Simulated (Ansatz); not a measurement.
# C3H9Sn (SMILES [CH3][Sn]([CH3])[CH3]) (doublet): what the fields show

```tsv
atom	x (Å)	y (Å)	z (Å)
C	-1.8216	-1.0005	-0.5531
C	1.6658	-0.9611	-0.9568
C	0.1851	0.8065	1.6908
Sn	-0.0509	0.2554	-0.4012
H	-1.9610	-1.3504	-1.5855
H	-1.6902	-1.8736	0.1059
H	-2.7173	-0.4472	-0.2381
H	1.7068	-1.8363	-0.2888
H	2.5973	-0.3876	-0.8513
H	1.5745	-1.3086	-1.9953
H	1.0968	1.4032	1.8337
H	0.2630	-0.1149	2.2898
H	-0.6811	1.3864	2.0389
```

Geometry: PBE0-D3(BJ)/def2-SVP; core potentials replace the inner electrons of Sn.

Computed with isolated molecule in a Gaussian basis; Kohn-Sham density functional theory, functional PBE0 in Ansatz 0.2.0.

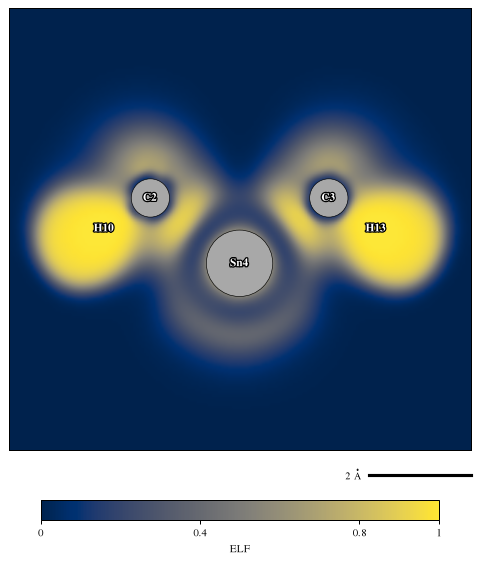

Figure 1. ELF on the plane of atoms Sn4, C3 and H13. Grey discs cover the atomic cores.

**What does the map show?**

Atoms in the plane: C, Sn and H. C–Sn (2.18 Å): the ELF peaks at about 0.90 in the valence shell of C, 0.7 Å from its nucleus, and drops to about 0.20 between the two atoms. C–H (1.10 Å): the ELF climbs to about 1 towards the hydrogen, as it does in any bond to H (an ordinary covalent bond to hydrogen).

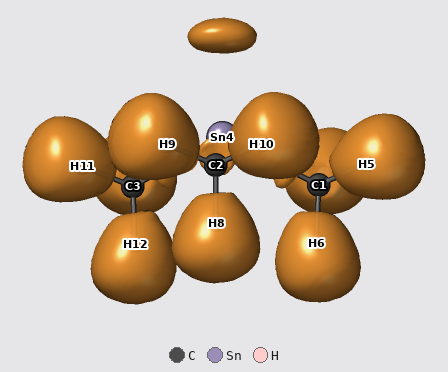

Figure 2. Isosurface of the electron localisation function at 0.85 (orange), seen from one side. Core shells and regions of very low density are left out.

**What do the ELF domains correspond to?**

The surface consists of nine regions around hydrogen nuclei, three lobes of the valence shell of C pointing towards Sn (polar bonds) and one lobe on Sn, pointing away from the bonds (non-bonding electrons).

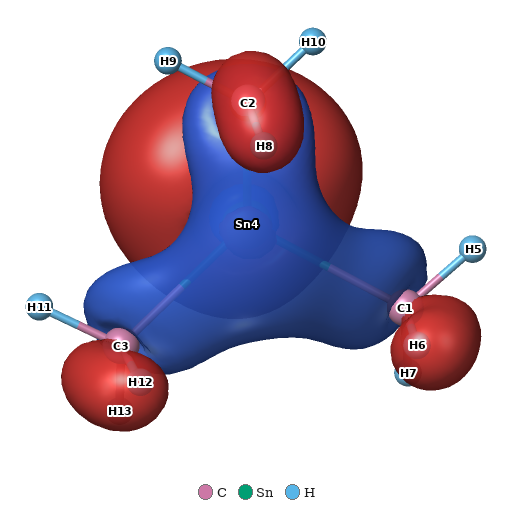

Figure 3. The HOMO (α) at ±0.1 Å⁻³ᐟ² (blue and red are the two phases), seen at a tilt.

**Where does this orbital lie, and at what energy?**

It lies mainly on Sn4 (about 70 %), C1 (about 5 %), C2 (about 5 %) and C3 (about 5 %). Its energy is −5.35 eV.
